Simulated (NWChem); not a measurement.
# SnH3F (SMILES [F][SnH3]): levels of theory compared

Aim: a comparison of 4 runs (BP86/def2-SVP, BP86/def2-SVPD, BP86/def2-TZVP, BP86/def2-TZVPD) of SnH3F. 

The results are computed with NWChem 7.3.0.

### 1 The structure to begin with

SnH3F has 5 atoms, charge 0, and is taken as a singlet. As SMILES, `[F][SnH3]`. The coordinates come from a PBE0-D4/def2-TZVP relaxation.

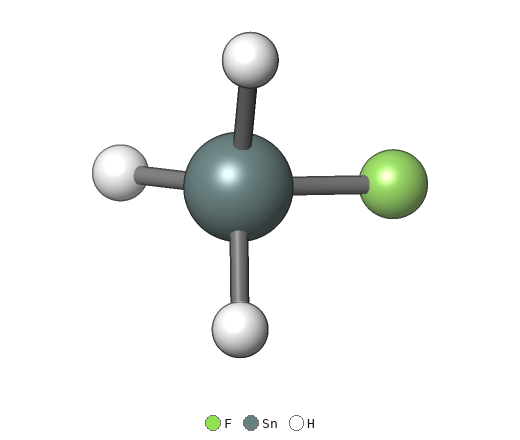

Viewed from a chosen angle; fluorine green, tin teal, hydrogen white.

### 2 The charge distribution at BP86/def2-SVP (core potential) (run 1)

The input, fh3sn.xyz:

```xyz
5
FH3Sn properties
F     -1.285000     0.718300     1.005000
Sn     0.100400    -0.065900    -0.079000
H     -0.528400    -0.054800    -1.659100
H      0.318900    -1.626500     0.560600
H      1.444100     0.955200     0.131000
```

The input, fh3sn.nw:

```
start fh3sn
title "FH3Sn properties"
memory 2200 mb

geometry units angstrom noautosym nocenter noautoz
  load fh3sn.xyz
end

basis "ao basis" spherical bse
  * library def2-SVP
end

ecp bse
  Sn library def2-SVP
end

dft
  xc becke88 perdew86
  grid fine
  convergence energy 1e-08
  iterations 100
  mulliken
  noprint "final vectors analysis"
end

property
  dipole
  quadrupole
  mulliken
end

task dft property
```

Command:

```
$ nwchem fh3sn.nw > fh3sn.out
```

What it wrote:

```text
[...]
          Wavefunction type:  closed shell.
          No. of atoms     :     5
          No. of electrons :    34
[...]
          Charge           :     0
          Spin multiplicity:     1
[...]
          AO basis - number of functions:    55
[...]
              XC Information
              --------------
                    Becke 1988 Exchange Functional  1.000
                Perdew 1981 Correlation Functional  1.000 local
                Perdew 1986 Correlation Functional  1.000 non-local
[...]
 d= 0,ls=0.0,diis     1   -315.8893313147 -3.96D+02  4.72D-02  5.63D-01     1.1
[...]
 d= 0,ls=0.0,diis    10   -315.9698895099 -2.19D-10  1.43D-07  8.99D-11     7.1
         Total DFT energy =     -315.969889509859
      One electron energy =     -678.074794153068
           Coulomb energy =      311.384131846102
    Exchange-Corr. energy =      -29.744215169177
 Nuclear repulsion energy =       80.464987966284
[...]
      Total Density - Mulliken Population Analysis
     ---------------------------------------------
    Atom       Charge   Shell Charges
 -----------   ------   -------------------------------------------------------
    1 F    9     9.40   1.99  1.12  0.84  3.31  2.13  0.00
    2 Sn  22    21.37   0.42  1.60  1.13  0.19  2.77  3.25  1.43  0.43  9.69  0.46
    3 H    1     1.08   0.69  0.38  0.01
    4 H    1     1.08   0.69  0.38  0.01
    5 H    1     1.08   0.69  0.38  0.01
[...]
   Dipole moment        2.4556165230 Debye(s)
             DMX        1.7664852560 DMXEFC        0.0000000000
             DMY       -0.9998471374 DMYEFC        0.0000000000
             DMZ       -1.3819869935 DMZEFC        0.0000000000
   -EFC- dipole         0.0000000000 DEBYE(S)
   Total dipole         2.4556165230 DEBYE(S)
[...]
```

Run time: 7.8 s. Hardware: 1 thread of AMD EPYC 7B13 (Zen 3), shared host; peak memory 0.11 GiB.

Atomic charges (e):

```csv
atom,Löwdin
F1,-0.300
Sn2,+0.540
H3,-0.080
H4,-0.080
H5,-0.080
```

### 3 Energy and one-electron properties at BP86/def2-SVPD (core potential) (run 2)

The input, test.nw:

```
start test
memory 2200 mb

geometry noautosym nocenter noautoz
 F    -1.285000    0.718300    1.005000
 Sn    0.100400   -0.065900   -0.079000
 H    -0.528400   -0.054800   -1.659100
 H     0.318900   -1.626500    0.560600
 H     1.444100    0.955200    0.131000
end

basis spherical bse
 * library def2-SVPD
end

ecp bse
 Sn library def2-SVPD
end

dft
 xc becke88 perdew86
 grid fine
 convergence energy 1e-08
 iterations 100
 mulliken
 noprint "final vectors analysis"
end

property
 dipole
 quadrupole
 mulliken
end

task dft property
```

Command:

```
$ nwchem test.nw > test.out
```

What it wrote:

```text
[...]
          Wavefunction type:  closed shell.
          No. of atoms     :     5
          No. of electrons :    34
[...]
          Charge           :     0
          Spin multiplicity:     1
[...]
          AO basis - number of functions:    79
[...]
              XC Information
              --------------
                    Becke 1988 Exchange Functional  1.000
                Perdew 1981 Correlation Functional  1.000 local
                Perdew 1986 Correlation Functional  1.000 non-local
[...]
 d= 0,ls=0.0,diis     1   -315.9039570698 -3.96D+02  2.70D-02  5.84D-01     1.6
[...]
 d= 0,ls=0.0,diis    10   -315.9859524217 -6.75D-10  1.59D-07  2.12D-10    11.1
         Total DFT energy =     -315.985952421715
      One electron energy =     -677.766368575365
           Coulomb energy =      311.024190400315
    Exchange-Corr. energy =      -29.708762212949
 Nuclear repulsion energy =       80.464987966284
[...]
      Total Density - Mulliken Population Analysis
     ---------------------------------------------
    Atom       Charge   Shell Charges
 -----------   ------   -------------------------------------------------------
    1 F    9     9.57   1.99  1.14  0.80  0.08  3.31  2.03  0.22  0.00  0.00
    2 Sn  22    21.54   0.42  1.60  1.14  0.26  0.01  2.77  3.25  1.45  0.49  9.69  0.45 -0.00
    3 H    1     0.96   0.69  0.27  0.01 -0.00
    4 H    1     0.96   0.69  0.27  0.01 -0.00
    5 H    1     0.96   0.69  0.27  0.01 -0.00
[...]
   Dipole moment        2.6872590217 Debye(s)
             DMX        1.9331068255 DMXEFC        0.0000000000
             DMY       -1.0941665641 DMYEFC        0.0000000000
             DMZ       -1.5123685335 DMZEFC        0.0000000000
   -EFC- dipole         0.0000000000 DEBYE(S)
   Total dipole         2.6872590217 DEBYE(S)
[...]
```

Wall time 12 s (1 thread of AMD EPYC 7B13 (Zen 3), shared host); peak memory 0.11 GiB.

Atomic charges (e):

```
atom  Löwdin
  F1  -0.620
 Sn2  +1.020
  H3  -0.130
  H4  -0.130
  H5  -0.130
```

Run 3 isn't shown in full; the table further down has it.

### 4 Energy and one-electron properties at BP86/def2-TZVPD (core potential) (run 4)

The input, fh3sn.nw:

```
start fh3sn
title "FH3Sn"
memory total 2200 mb

geometry units bohr noautosym nocenter noautoz
F   -2.42829807   1.35739028   1.89917476
Sn   0.18972850  -0.12453295  -0.14928836
H   -0.99853128  -0.10355699  -3.13524461
H    0.60263366  -3.07363954   1.05938047
H    2.72895350   1.80506639   0.24755412
end

basis spherical bse
* library def2-TZVPD
end

ecp bse
Sn library def2-TZVPD
end

dft
xc becke88 perdew86
grid fine
convergence energy 1e-08
iterations 100
mulliken
noprint "final vectors analysis"
end

property
dipole
quadrupole
mulliken
end

task dft property
```

Command:

```
$ nwchem fh3sn.nw > fh3sn.out
```

What it wrote:

```text
[...]
          Wavefunction type:  closed shell.
          No. of atoms     :     5
          No. of electrons :    34
[...]
          Charge           :     0
          Spin multiplicity:     1
[...]
          AO basis - number of functions:   123
[...]
              XC Information
              --------------
                    Becke 1988 Exchange Functional  1.000
                Perdew 1981 Correlation Functional  1.000 local
                Perdew 1986 Correlation Functional  1.000 non-local
[...]
 d= 0,ls=0.0,diis     1   -316.0285230110 -3.96D+02  1.61D-02  7.86D-01     4.2
[...]
 d= 0,ls=0.0,diis     8   -316.1171250197  2.92D-09  1.23D-06  1.03D-07    26.2
         Total DFT energy =     -316.117125019746
      One electron energy =     -678.144232438975
           Coulomb energy =      311.298091709708
    Exchange-Corr. energy =      -29.735966470194
 Nuclear repulsion energy =       80.464982179715
[...]
      Total Density - Mulliken Population Analysis
     ---------------------------------------------
    Atom       Charge   Shell Charges
 -----------   ------   -------------------------------------------------------
    1 F    9     9.50   0.77  1.19  0.62  0.96  0.42 -0.00  2.27  2.09  1.12  0.06  0.00  0.01  0.00  0.00
    2 Sn  22    21.23   0.29 -0.78  1.58  0.90  1.01  0.31  0.00 -0.40  6.38  0.85  0.80  0.10  8.83  1.17  0.13 -0.00  0.01  0.05
    3 H    1     1.09   0.23  0.54  0.29  0.01  0.02
    4 H    1     1.09   0.23  0.54  0.29  0.01  0.02
    5 H    1     1.09   0.23  0.54  0.29  0.01  0.02
[...]
   Dipole moment        2.5945002996 Debye(s)
             DMX        1.8663818191 DMXEFC        0.0000000000
             DMY       -1.0563968152 DMYEFC        0.0000000000
             DMZ       -1.4601631685 DMZEFC        0.0000000000
   -EFC- dipole         0.0000000000 DEBYE(S)
   Total dipole         2.5945002996 DEBYE(S)
[...]
```

Run time: 27 s. Hardware: 1 thread of AMD EPYC 7B13 (Zen 3), shared host; peak memory 0.12 GiB.

Atomic charges (e):

| atom | Löwdin |
| --- | --- |
| F1 | -0.530 |
| Sn2 | +0.890 |
| H3 | -0.120 |
| H4 | -0.120 |
| H5 | -0.120 |

### 5 The series

```csv
run,level,core potential,energy (Eh),dipole moment (D),wall time
1,BP86/def2-SVP (core potential),def2-SVP,-315.969890,2.46,7.8 s
2,BP86/def2-SVPD (core potential),def2-SVPD,-315.985952,2.69,12 s
3,BP86/def2-TZVP (core potential),def2-TZVP,-316.115645,2.56,17 s
4,BP86/def2-TZVPD (core potential),def2-TZVPD,-316.117125,2.59,27 s
```

Convergence of the dipole moment of singlet SnH3F with the basis set, against the last point:

| basis set | from the last (D) | wall time |
| --- | --- | --- |
| def2-SVP | -0.1389 | 7.8 s |
| def2-SVPD | +0.0928 | 12 s |
| def2-TZVP | -0.0392 | 17 s |
| def2-TZVPD | +0.0000 | 27 s |

Convergence of the total energy of singlet SnH3F with the basis set, against the last point:

```csv
basis set,from the last (mEh),wall time
def2-SVP,+147.236,7.8 s
def2-SVPD,+131.173,12 s
def2-TZVP,+1.480,17 s
def2-TZVPD,+0.000,27 s
```

### 6 What came out

| quantity | value |
| --- | --- |
| run 4: total energy | -316.11713 Eh |
| run 4: dipole moment | 2.59 D |

What this shows: For the dipole moment of singlet SnH3F to stay within 0.1 D of the last point, def2-SVPD is the first point of the series from which all later ones do (12 s against 27 s). The dipole moment (its size) runs from 2.46 D (BP86/def2-SVP) to 2.69 D (BP86/def2-SVPD). All runs together took 63 s, the longest 27 s.
